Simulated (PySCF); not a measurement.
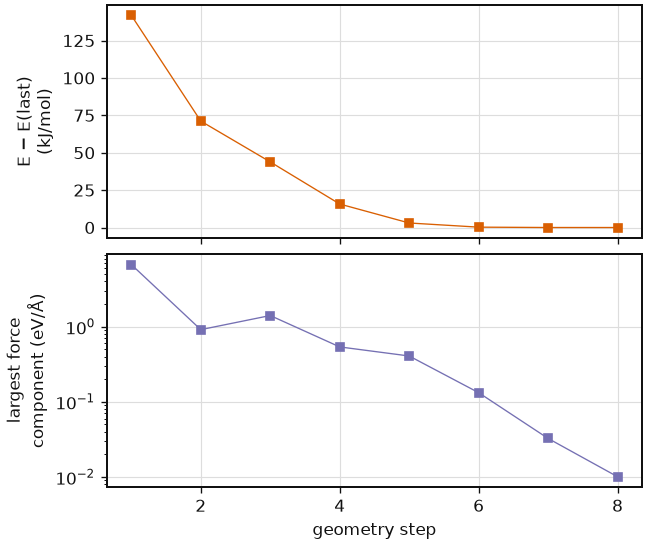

History of a geometry optimisation. The start has point group C2v, which is kept. A held symmetry can leave a saddle point.

HfOBr2 molecule; PySCF, RKS-based PBE0, Hf def2-SVP with ECP60, O def2-SVP, Br def2-SVP; non-relativistic Hamiltonian with scalar-relativistic core potentials; density fitting.

### How did it end, and what did it gain?

The optimisation met its thresholds at geometry 8, counting the start as the first. The energy fell by about 140 kJ/mol from the first step to the last. The largest force component goes from about 6.7 eV/Å at the start to 0.01 eV/Å at the end.
